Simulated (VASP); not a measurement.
Band structure of MgBr2 (space group P-3m1). All values below come from PBEsol GGA, VASP's PBE PAW potentials (set 64) (plane waves; VASP).

Without a dispersion term in the relaxation, distances and binding between the weakly bound layers, chains or molecules are unreliable, and so is what depends on them.

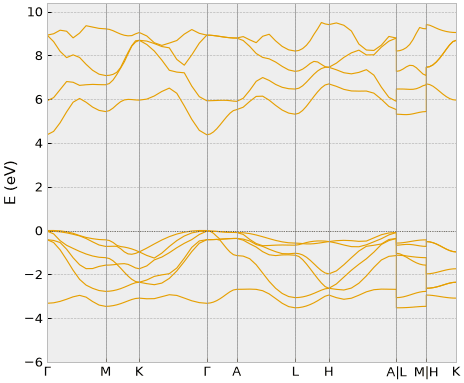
Figure: Bands along high-symmetry lines, zero at the valence-band maximum or, without a gap, the Fermi level

Question: Read the plot: is there a gap, and where are the band edges?

Answer: The gap is direct, 4.37 eV, from the valence maximum at Γ to the conduction minimum at Γ. (Edges off the drawn lines would not show.)

The structure comes from a computed database's MgBr2 entry (P-3m1); how it stands against other phases isn't given here. It was relaxed first.
